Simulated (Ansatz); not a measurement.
Process, species as SMILES: OCl (OH-Cl) → HClO+ (doublet, bonded as OCl) + e-
B3LYP-D3(BJ)/def2-TZVP geometries, fixed; electronic energies without zero-point terms.
Largest species:
```
O
H 1 0.9686
Cl 1 1.7015 2 103.27
```
Charge 0, spin multiplicity 1.

Basis-set convergence of the adiabatic ionisation energy at MP2 with Ansatz (an electronic-structure program). Cartesian d functions, on some or all atoms, in 6-31G*, 6-311+G**; all else is spherical. Cores are frozen. Open shells are unrestricted. No added dispersion term, no relativity. Functions are those of the species that has most. Reference: Hartree-Fock in aug-cc-pV(Q+d)Z plus the correlation part extrapolated as X^-3 from aug-cc-pV(T+d)Z and aug-cc-pV(Q+d)Z, 11.146 eV, itself unsure by roughly 0.025 eV (a third of the extrapolation step and of the last Hartree-Fock step). Deviations are taken from unrounded values.

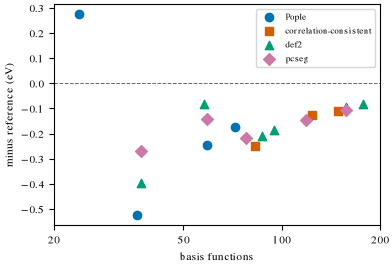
Figure: Deviation from the reference against the number of basis functions, by family of sets.

| basis | functions | adiabatic ionisation energy (eV) | minus reference (eV) |
|---|---|---|---|
| 6-31G | 24 | 11.420 | 0.274 |
| 6-31G* | 36 | 10.621 | -0.525 |
| def2-SVP | 37 | 10.751 | -0.395 |
| pcseg-1 | 37 | 10.876 | -0.270 |
| def2-SVPD | 58 | 11.066 | -0.081 |
| 6-311+G** | 59 | 10.901 | -0.245 |
| aug-pcseg-1 | 59 | 11.006 | -0.140 |
| 6-311++G(2d,2p) | 72 | 10.972 | -0.174 |
| pcseg-2 | 78 | 10.928 | -0.218 |
| cc-pV(T+d)Z | 83 | 10.899 | -0.248 |
| def2-TZVPP | 87 | 10.935 | -0.211 |
| def2-TZVPD | 95 | 10.962 | -0.184 |
| aug-pcseg-2 | 119 | 11.001 | -0.145 |
| aug-cc-pV(T+d)Z | 124 | 11.019 | -0.127 |
| cc-pV(Q+d)Z | 149 | 11.036 | -0.110 |
| def2-QZVPP | 157 | 11.051 | -0.095 |
| pcseg-3 | 157 | 11.039 | -0.107 |
| def2-QZVPPD | 178 | 11.064 | -0.082 |
